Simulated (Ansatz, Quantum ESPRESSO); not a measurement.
# WS2 (Tungstenite): modes at Γ and the response to a field, part 2 of 4

Aim: the zone-centre modes of WS2 (Tungstenite).

Quantum ESPRESSO 7.5; DFT LDA, scalar-relativistic, plane waves, PseudoDojo norm-conserving pseudopotentials.

So far. Step 2 (A probe with smearing): A gap of 0.98 eV opens on this mesh, so the crystal is taken as an insulator; the start stands at -6.1 GPa. Step 4 (Self-consistent run for the response): The cell stands at -0.13 GPa, close enough for phonons. The relaxed cell has a = 3.124, c = 12.127 Å (conventional setting).

The database entry behind the starting cell differs from later determinations by our own check (an axis about 1.4 % long against later determinations), so it need not match the best structure at ambient conditions.

**5. Linear response at Γ**

At q = 0 one unit cell holds all displacements; symmetry groups them into irreducible representations that are solved one by one. The response to a field gives ε∞ and the Born charges, which polar modes need.

Input file ph.in:

```
phonons
&inputph
   prefix = 'x'
   outdir = './tmp'
   fildyn = 'g.dyn'
   tr2_ph = 1.0d-18
   epsil = .true.
/
0.000000000 0.000000000 0.000000000
```

Run with:

```bash
$ OMP_NUM_THREADS=1 mpirun -n 16 ph.x -nk 16 -in ph.in > ph.out
```

The log of the run:

```text
[banners, grids, parts of the stress and lines that vanish by symmetry left out]
[banner, memory and clock lines left out]
Program PHONON v.7.5

     ./tmp/x.save/

     IMPORTANT: XC functional enforced from input :
     Exchange-correlation= PW
                           (   1   4   0   0   0   0   0)
     Any further DFT definition will be discarded
     Please, verify this is what you really want

     G-vector sticks info

     Reading collected, re-writing distributed wavefunctions in ./tmp/

     Number and degeneracy of irreps per q-point
       N         xq(1)         xq(2)         xq(3)   N irreps
       1   0.000000000   0.000000000   0.000000000      12
        1   1   1   2   2   2   1   1   1   2   2   2

     Calculation of q =    0.0000000   0.0000000   0.0000000

     phonons

     bravais-lattice index     =            4
     lattice parameter (alat)  =       5.9034  a.u.
     unit-cell volume          =     691.6515 (a.u.)^3
     number of atoms/cell      =            6
     number of atomic types    =            2
     kinetic-energy cut-off    =      58.0000  Ry
     charge density cut-off    =     232.0000  Ry
     convergence threshold     =      1.0E-18
     beta                      =       0.7000
     number of iterations used =            4
     Exchange-correlation= PW
                           (   1   4   0   0   0   0   0)

     celldm(1)=    5.90337  celldm(2)=    0.00000  celldm(3)=    3.88201
     celldm(4)=    0.00000  celldm(5)=    0.00000  celldm(6)=    0.00000

     crystal axes: (cart. coord. in units of alat)
               a(1) = (  1.0000  0.0000  0.0000 )
               a(2) = ( -0.5000  0.8660  0.0000 )
               a(3) = (  0.0000  0.0000  3.8820 )

     reciprocal axes: (cart. coord. in units 2 pi/alat)
               b(1) = (  1.0000  0.5774 -0.0000 )
               b(2) = (  0.0000  1.1547  0.0000 )
               b(3) = (  0.0000 -0.0000  0.2576 )

     Atoms inside the unit cell:

     Cartesian axes

     site n.  atom      mass           positions (alat units)
        1  W     183.8400   tau(    1) = (   -0.00000    0.57735    0.97050  )
        2  W     183.8400   tau(    2) = (    0.50000    0.28868    2.91151  )
        3  S      32.0600   tau(    3) = (   -0.00000    0.57735    2.41169  )
        4  S      32.0600   tau(    4) = (    0.50000    0.28868    0.47069  )
        5  S      32.0600   tau(    5) = (   -0.00000    0.57735    3.41132  )
        6  S      32.0600   tau(    6) = (    0.50000    0.28868    1.47032  )

     Computing dynamical matrix for
                    q = (   0.0000000   0.0000000   0.0000000 )

     25 Sym.Ops. (with q -> -q+G )

     G cutoff =  204.7992  (  41361 G-vectors)     FFT grid: ( 30, 30,120)
     number of k points=    24
                       cart. coord. in units 2pi/alat
        k(    1) = (   0.0000000   0.0000000   0.0000000), wk =   0.0123457
        k(    2) = (   0.0000000   0.0000000  -0.1287992), wk =   0.0123457
        k(    3) = (   0.0000000   0.1283001   0.0000000), wk =   0.0740741
        [... further k-points left out ...]

     PseudoPot. # 1 for W  read from file:
     ./pseudo/W.upf
     Pseudo is Norm-conserving + core correction, Zval = 14.0

     PseudoPot. # 2 for S  read from file:
     ./pseudo/S.upf
     Pseudo is Norm-conserving + core correction, Zval =  6.0

     Mode symmetry, D_6h(6/mmm) point group:

     Electric field:
     Dielectric constant
     Born effective charges as d Force / d E

     Atomic displacements:
     There are   12 irreducible representations

     Representation     1      1 modes -  To be done

     Representation     2      1 modes -  To be done

     Representation     3      1 modes -  To be done

     Representation     4      2 modes -  To be done

[...]
Representation    11      2 modes -  To be done

     Representation    12      2 modes -  To be done

     Alpha used in Ewald sum =   2.1000

     Electric Fields Calculation

      iter #   1   av.it.:  10.9
      thresh= 1.000E-02 alpha_mix =  0.700 |ddv_scf|^2 =  4.941E-05

      [... iterations left out ...]
      iter #  11   av.it.:  17.3
      thresh= 3.230E-10 alpha_mix =  0.700 |ddv_scf|^2 =  2.616E-19

     End of electric fields calculation

          Dielectric constant in cartesian axis

          (      14.207234294      -0.000000000       0.000000000 )
          (      -0.000000000      14.207234294       0.000000000 )
          (       0.000000000       0.000000000       6.896729457 )

          Effective charges (d Force / dE) in cartesian axis without acoustic sum rule applied (asr)

           atom    1  W     Mean Z*:       -0.67918
      Ex  (       -0.72268       -0.00000       -0.00000 )
      Ey  (       -0.00000       -0.72268       -0.00000 )
      Ez  (       -0.00000       -0.00000       -0.59218 )
           atom    2  W     Mean Z*:       -0.67918
      Ex  (       -0.72268       -0.00000       -0.00000 )
      Ey  (        0.00000       -0.72268       -0.00000 )
      Ez  (       -0.00000       -0.00000       -0.59218 )
           atom    3  S     Mean Z*:        0.33445
      Ex  (        0.35666       -0.00000        0.00000 )
      Ey  (       -0.00000        0.35666        0.00000 )
      Ez  (        0.00000       -0.00000        0.29002 )
           atom    4  S     Mean Z*:        0.33445
      Ex  (        0.35666        0.00000       -0.00000 )
      Ey  (        0.00000        0.35666       -0.00000 )
      Ez  (       -0.00000       -0.00000        0.29002 )
           atom    5  S     Mean Z*:        0.33445
      Ex  (        0.35666       -0.00000       -0.00000 )
      Ey  (        0.00000        0.35666        0.00000 )
      Ez  (       -0.00000       -0.00000        0.29002 )
           atom    6  S     Mean Z*:        0.33445
      Ex  (        0.35666        0.00000        0.00000 )
      Ey  (        0.00000        0.35666        0.00000 )
      Ez  (        0.00000        0.00000        0.29002 )

          Effective charges Sum: Mean:       -0.02059
             -0.01873       -0.00000       -0.00000
             -0.00000       -0.01873       -0.00000
             -0.00000        0.00000       -0.02430

          Effective charges (d Force / dE) in cartesian axis with asr applied:
           atom    1  W     Mean Z*:       -0.67575
      E*x (       -0.71956       -0.00000       -0.00000 )
      E*y (       -0.00000       -0.71956       -0.00000 )
      E*z (       -0.00000        0.00000       -0.58813 )
           atom    2  W     Mean Z*:       -0.67575
      E*x (       -0.71956       -0.00000       -0.00000 )
      E*y (        0.00000       -0.71956       -0.00000 )
      E*z (       -0.00000        0.00000       -0.58813 )
           atom    3  S     Mean Z*:        0.33788
      E*x (        0.35978        0.00000        0.00000 )
      E*y (       -0.00000        0.35978        0.00000 )
      E*z (        0.00000       -0.00000        0.29407 )
           atom    4  S     Mean Z*:        0.33788
      E*x (        0.35978        0.00000       -0.00000 )
      E*y (        0.00000        0.35978       -0.00000 )
      E*z (       -0.00000       -0.00000        0.29407 )
           atom    5  S     Mean Z*:        0.33788
[...]
atom    6  S     Mean Z*:        0.33788
[...]
Representation #   1 mode #   1

     Self-consistent Calculation

      iter #   1   av.it.:   9.1
      thresh= 1.000E-02 alpha_mix =  0.700 |ddv_scf|^2 =  3.891E-05

      [... iterations left out ...]
      iter #  10   av.it.:  16.2
      thresh= 2.004E-10 alpha_mix =  0.700 |ddv_scf|^2 =  3.150E-19

     End of self-consistent calculation

     Convergence has been achieved

     Representation #   2 mode #   2

     Self-consistent Calculation

[...]
[... iterations left out ...]
[...]
End of self-consistent calculation

     Convergence has been achieved

     Representation #   3 mode #   3

     Self-consistent Calculation

[...]
[... iterations left out ...]
[...]
End of self-consistent calculation

     Convergence has been achieved

     Representation #   4 modes #   4   5

     Self-consistent Calculation

[...]
End of self-consistent calculation

     Convergence has been achieved

     Representation #   5 modes #   6   7

[...]
Convergence has been achieved

     Representation #   6 modes #   8   9

[...]
Convergence has been achieved

     Representation #   7 mode #  10

[...]
Convergence has been achieved

     Representation #   8 mode #  11

[...]
Convergence has been achieved

     Representation #   9 mode #  12

[...]
Convergence has been achieved

     Representation #  10 modes #  13  14

[...]
Convergence has been achieved

     Representation #  11 modes #  15  16

     Self-consistent Calculation

[...]
[... iterations left out ...]
[...]
End of self-consistent calculation

     Convergence has been achieved

     Representation #  12 modes #  17  18

     Self-consistent Calculation

      iter #   1   av.it.:   7.8
      thresh= 1.000E-02 alpha_mix =  0.700 |ddv_scf|^2 =  2.911E-08

      [... iterations left out ...]
      iter #   7   av.it.:  18.5
      thresh= 3.687E-10 alpha_mix =  0.700 |ddv_scf|^2 =  1.420E-19

     End of self-consistent calculation

     Convergence has been achieved

     Number of q in the star =    1
     List of q in the star:
          1   0.000000000   0.000000000   0.000000000

          Dielectric constant in cartesian axis

          (      14.207234294      -0.000000000       0.000000000 )
          (      -0.000000000      14.207234294       0.000000000 )
          (       0.000000000       0.000000000       6.896729457 )

          Effective charges (d Force / dE) in cartesian axis without acoustic sum rule applied (asr)

           atom    1  W     Mean Z*:       -0.67918
      Ex  (       -0.72268       -0.00000       -0.00000 )
      Ey  (       -0.00000       -0.72268       -0.00000 )
      Ez  (       -0.00000       -0.00000       -0.59218 )
           atom    2  W     Mean Z*:       -0.67918
      Ex  (       -0.72268       -0.00000       -0.00000 )
      Ey  (        0.00000       -0.72268       -0.00000 )
      Ez  (       -0.00000       -0.00000       -0.59218 )
           atom    3  S     Mean Z*:        0.33445
      Ex  (        0.35666       -0.00000        0.00000 )
      Ey  (       -0.00000        0.35666        0.00000 )
      Ez  (        0.00000       -0.00000        0.29002 )
           atom    4  S     Mean Z*:        0.33445
      Ex  (        0.35666        0.00000       -0.00000 )
      Ey  (        0.00000        0.35666       -0.00000 )
      Ez  (       -0.00000       -0.00000        0.29002 )
           atom    5  S     Mean Z*:        0.33445
      Ex  (        0.35666       -0.00000       -0.00000 )
      Ey  (        0.00000        0.35666        0.00000 )
      Ez  (       -0.00000       -0.00000        0.29002 )
           atom    6  S     Mean Z*:        0.33445
      Ex  (        0.35666        0.00000        0.00000 )
      Ey  (        0.00000        0.35666        0.00000 )
      Ez  (        0.00000        0.00000        0.29002 )

          Effective charges Sum: Mean:       -0.02059
             -0.01873       -0.00000       -0.00000
             -0.00000       -0.01873       -0.00000
             -0.00000        0.00000       -0.02430

          Effective charges (d Force / dE) in cartesian axis with asr applied:
           atom    1  W     Mean Z*:       -0.67575
[...]
atom    2  W     Mean Z*:       -0.67575
[...]
atom    3  S     Mean Z*:        0.33788
[...]
atom    4  S     Mean Z*:        0.33788
[...]
atom    5  S     Mean Z*:        0.33788
      E*x (        0.35978       -0.00000       -0.00000 )
      E*y (        0.00000        0.35978        0.00000 )
      E*z (       -0.00000        0.00000        0.29407 )
           atom    6  S     Mean Z*:        0.33788
      E*x (        0.35978        0.00000        0.00000 )
      E*y (        0.00000        0.35978        0.00000 )
      E*z (        0.00000        0.00000        0.29407 )

     Diagonalizing the dynamical matrix

     q = (    0.000000000   0.000000000   0.000000000 )

 **************************************************************************
     freq (    1) =       0.018549 [THz] =       0.618715 [cm-1]
     freq (    2) =       0.018549 [THz] =       0.618715 [cm-1]
     freq (    3) =       0.036763 [THz] =       1.226294 [cm-1]
     freq (    4) =       0.860248 [THz] =      28.694773 [cm-1]
     freq (    5) =       0.860248 [THz] =      28.694773 [cm-1]
     freq (    6) =       1.347064 [THz] =      44.933214 [cm-1]
     freq (    7) =       8.930588 [THz] =     297.892357 [cm-1]
     freq (    8) =       8.930588 [THz] =     297.892357 [cm-1]
     freq (    9) =       9.005655 [THz] =     300.396300 [cm-1]
     freq (   10) =       9.005655 [THz] =     300.396300 [cm-1]
     freq (   11) =      10.753666 [THz] =     358.703685 [cm-1]
     freq (   12) =      10.753666 [THz] =     358.703685 [cm-1]
     freq (   13) =      10.754411 [THz] =     358.728536 [cm-1]
     freq (   14) =      10.754411 [THz] =     358.728536 [cm-1]
     freq (   15) =      12.571676 [THz] =     419.345963 [cm-1]
     freq (   16) =      12.697762 [THz] =     423.551735 [cm-1]
     freq (   17) =      13.136816 [THz] =     438.196998 [cm-1]
     freq (   18) =      13.251791 [THz] =     442.032171 [cm-1]
 **************************************************************************

     Mode symmetry, D_6h(6/mmm) point group:

     freq (   1-   2) =          0.6  [cm-1]   --> E_1u            I
     freq (   3-   3) =          1.2  [cm-1]   --> A_2u            I
     freq (   4-   5) =         28.7  [cm-1]   --> E_2g            R
     freq (   6-   6) =         44.9  [cm-1]   --> B_1g
     freq (   7-   8) =        297.9  [cm-1]   --> E_2u
     freq (   9-  10) =        300.4  [cm-1]   --> E_1g            R
     freq (  11-  12) =        358.7  [cm-1]   --> E_2g            R
     freq (  13-  14) =        358.7  [cm-1]   --> E_1u            I
     freq (  15-  15) =        419.3  [cm-1]   --> B_2u
     freq (  16-  16) =        423.6  [cm-1]   --> A_1g            R
     freq (  17-  17) =        438.2  [cm-1]   --> A_2u            I
     freq (  18-  18) =        442.0  [cm-1]   --> B_1g
```

Wall time 19 min (16 MPI ranks of Arm Neoverse N1, shared host).

This step gave:

- miss of the charge sum rule: 0.02428 e
- largest acoustic frequency at the zone centre before the sum rule: 1.23 cm⁻¹
- highest optical zone-centre mode (no LO-TO term): 442.0 cm⁻¹
- lowest optical zone-centre mode: 28.69 cm⁻¹
- mean high-frequency dielectric constant: 11.77
- largest Born charge in size (third of the trace): 0.6792 e

Born charge (rows field, columns displacement), before the sum rule (e), principal values of the symmetric part by kind of site:

| atom | atoms with these values | low | middle | high | mean |
| --- | --- | --- | --- | --- | --- |
| W1 | 2 | -0.7227 | -0.7227 | -0.5922 | -0.6792 |
| S3 | 4 | 0.2900 | 0.3567 | 0.3567 | 0.3345 |

In full for S3:

```
0.3567 0.0000 0.0000
0.0000 0.3567 0.0000
0.0000 0.0000 0.2900
```

High-frequency dielectric tensor:

```
14.21  0.00  0.00
 0.00 14.21  0.00
 0.00  0.00  6.90
```

The acoustic modes at Γ come out as far as 1.2 cm⁻¹ from zero, where they should vanish, a small numerical error; the Born charges miss their sum rule by 0.024 e, which is fair.

**6. Modes with the sum rule**

A rigid shift of the crystal must cost nothing, but grids and finite bases break this; the acoustic sum rule is imposed before the matrix is diagonalised again. With Born charges the intensities follow, and the static dielectric tensor.

Input file dynmat.in:

```
&input
   fildyn = 'g.dyn'
   asr = 'crystal'
   fileig = 'dynmat.eig'
   lperm = .true.
/
```

Run with:

```bash
$ dynmat.x -in dynmat.in > dynmat.out
```

The log of the run:

```text
[banner, memory and clock lines left out]
Program DYNMAT v.7.5

     Reading Dynamical Matrix from file g.dyn
     ...Force constants read
     ...epsilon and Z* read
     Acoustic Sum Rule: || Z*(ASR) - Z*(orig)|| =    1.467427E-02
     Acoustic Sum Rule: ||dyn(ASR) - dyn(orig)||=    1.802054E-05
     A direction for q was not specified:TO-LO splitting will be absent

     Polarizability (A^3 units)
     multiply by 0.217859 for Clausius-Mossotti correction
       107.719099   -0.000000    0.000000
        -0.000000  107.719099    0.000000
         0.000000    0.000000   48.094125

     IR activities are in (D/A)^2/amu units

# mode   [cm-1]    [THz]      IR
    1     -0.00   -0.0000    0.0000
    2     -0.00   -0.0000    0.0000
    3     -0.00   -0.0000    0.0000
    4     28.69    0.8602    0.0000
    5     28.69    0.8602    0.0000
    6     44.93    1.3471    0.0000
    7    297.89    8.9306    0.0000
    8    297.89    8.9306    0.0000
    9    300.40    9.0057    0.0000
   10    300.40    9.0057    0.0000
   11    358.70   10.7537    0.0000
   12    358.70   10.7537    0.0000
   13    358.73   10.7545    0.5026
   14    358.73   10.7545    0.5026
   15    419.35   12.5717    0.0000
   16    423.55   12.6978    0.0000
   17    438.20   13.1369    0.3357
   18    442.03   13.2518    0.0000

Electronic dielectric permittivity tensor (relative, adimensional)
        14.207234   -0.000000    0.000000
        -0.000000   14.207234    0.000000
         0.000000    0.000000    6.896729

 ... with zone-center polar mode contributions
        14.288501    0.000000    0.000000
         0.000000   14.288501    0.000000
         0.000000    0.000000    6.933114

   6) =       1.347064 [THz] =      44.933215 [cm-1]
[end of the log left out, with the tail of the file of modes that dynmat.x writes under the same name]
```

Elapsed: 0.48 s, on 1 thread.

Read from the output:

* mean static dielectric constant: 11.84

Unit eigenvectors of the mass-weighted matrix after the sum rule; no LO-TO term. Modes at Γ, with each element's share of the kinetic energy:

| mode | frequency (cm⁻¹) | W % | S % |
| --- | --- | --- | --- |
| 1 | 0.0 | 74 | 26 |
| 2 | 0.0 | 74 | 26 |
| 3 | 0.0 | 74 | 26 |
| 4 | 28.7 | 75 | 25 |
| 5 | 28.7 | 75 | 25 |
| 6 | 44.9 | 75 | 25 |
| 7 | 297.9 | 0 | 100 |
| 8 | 297.9 | 0 | 100 |
| 9 | 300.4 | 0 | 100 |
| 10 | 300.4 | 0 | 100 |
| 11 | 358.7 | 25 | 75 |
| 12 | 358.7 | 25 | 75 |
| 13 | 358.7 | 26 | 74 |
| 14 | 358.7 | 26 | 74 |
| 15 | 419.4 | 0 | 100 |
| 16 | 423.6 | 0 | 100 |
| 17 | 438.2 | 26 | 74 |
| 18 | 442.0 | 25 | 75 |

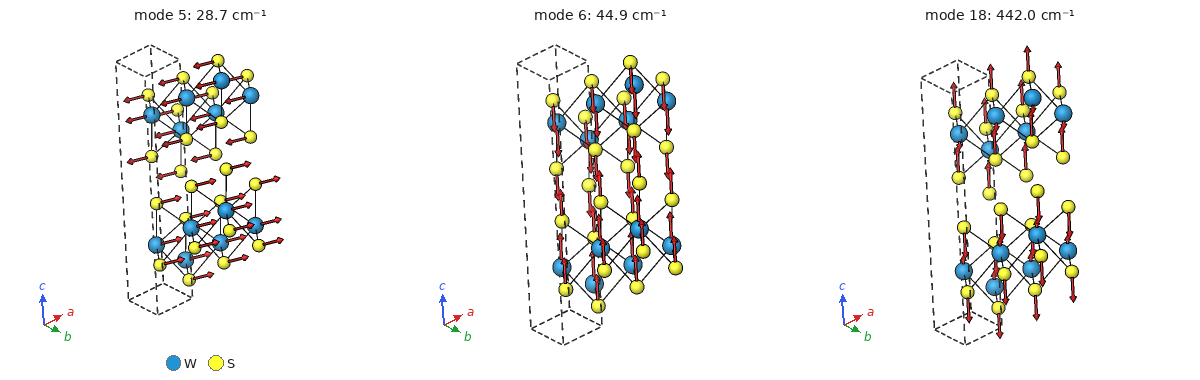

Displacement patterns of modes 5, 6 and 18 at Γ; arrows are exaggerated. 3×2×1 cells are drawn.

Degenerate modes summed, no LO-TO term. Lines of the infrared spectrum (strongest = 100):

| position (cm⁻¹) | lines merged | IR intensity, relative |
| --- | --- | --- |
| 29 | 2 | 0.0 |
| 45 | 1 | 0.0 |
| 298 | 2 | 0.0 |
| 300 | 2 | 0.0 |
| 359 | 4 | 100 |
| 419 | 1 | 0.0 |
| 424 | 1 | 0.0 |
| 438 | 1 | 33 |
| 442 | 1 | 0.0 |

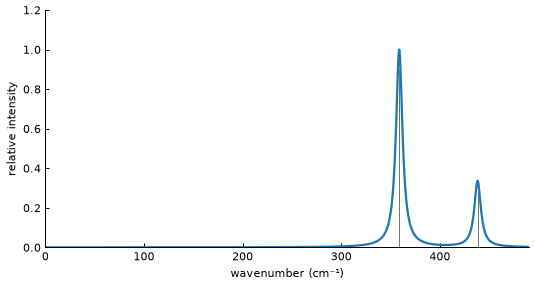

The infrared spectrum, broadened with Lorentzians of width 8 cm⁻¹; bars mark the lines.

Static dielectric tensor (ions relaxed, fixed cell):

```
14.29  0.00  0.00
 0.00 14.29  0.00
 0.00  0.00  6.93
```

The rule moves no optical mode by more than 0.1 cm⁻¹.

**7. Sum rules set otherwise (asr no)**

Without the rule the raw error of the acoustic modes shows.

Input file dynmat.in:

```
&input
   fildyn = 'g.dyn'
   asr = 'no'
   fileig = 'dynmat.eig'
   lperm = .true.
/
```

Run with:

```bash
$ dynmat.x -in dynmat.in > dynmat.out
```

The log of the run:

```text
[banner, memory and clock lines left out]
Program DYNMAT v.7.5

     Reading Dynamical Matrix from file g.dyn
     ...Force constants read
     ...epsilon and Z* read
     A direction for q was not specified:TO-LO splitting will be absent

     Polarizability (A^3 units)
     multiply by 0.217859 for Clausius-Mossotti correction
       107.719099   -0.000000    0.000000
        -0.000000  107.719099    0.000000
         0.000000    0.000000   48.094125

     IR activities are in (D/A)^2/amu units

# mode   [cm-1]    [THz]      IR
    1      0.62    0.0185    0.0000
    2      0.62    0.0185    0.0000
    3      1.23    0.0368    0.0000
    4     28.69    0.8602    0.0000
    5     28.69    0.8602    0.0000
    6     44.93    1.3471    0.0000
    7    297.89    8.9306    0.0000
    8    297.89    8.9306    0.0000
    9    300.40    9.0057    0.0000
   10    300.40    9.0057    0.0000
   11    358.70   10.7537    0.0000
   12    358.70   10.7537    0.0000
   13    358.73   10.7544    0.4972
   14    358.73   10.7544    0.4972
   15    419.35   12.5717    0.0000
   16    423.55   12.6978    0.0000
   17    438.20   13.1368    0.3301
   18    442.03   13.2518    0.0000

Electronic dielectric permittivity tensor (relative, adimensional)
        14.207234   -0.000000    0.000000
        -0.000000   14.207234    0.000000
         0.000000    0.000000    6.896729

 ... with zone-center polar mode contributions
        14.287641    0.000000    0.000000
         0.000000   14.287641    0.000000
         0.000000    0.000000    6.932504

[end of the log left out, with the tail of the file of modes that dynmat.x writes under the same name]
```

Run time: 0.48 s. Hardware: 1 thread.

Zone-centre frequencies as printed; negative means imaginary. Modes:

| mode | frequency (cm⁻¹) |
| --- | --- |
| 1 | 0.62 |
| 2 | 0.62 |
| 3 | 1.23 |
| 4 | 28.69 |
| 5 | 28.69 |
| 6 | 44.93 |
| 7 | 297.9 |
| 8 | 297.9 |
| 9 | 300.4 |
| 10 | 300.4 |
| 11 | 358.7 |
| 12 | 358.7 |
| 13 | 358.7 |
| 14 | 358.7 |
| 15 | 419.4 |
| 16 | 423.6 |
| 17 | 438.2 |
| 18 | 442 |

Against the first rule no mode moves by more than 1.3 cm⁻¹.

(Continued in part 3 of 4.)

[Host names and launcher messages were left out of these logs when they were recorded.]

[Logs are printed without paths, hosts, clocks, repeated set-up lines and the standing remarks that a program may print on its own settings, such as how far it seeks lower states.]

[Hosts, paths, dates, database ids (printed as entryN), source tags and the programs' standing remarks are cut or masked in the printed files.]
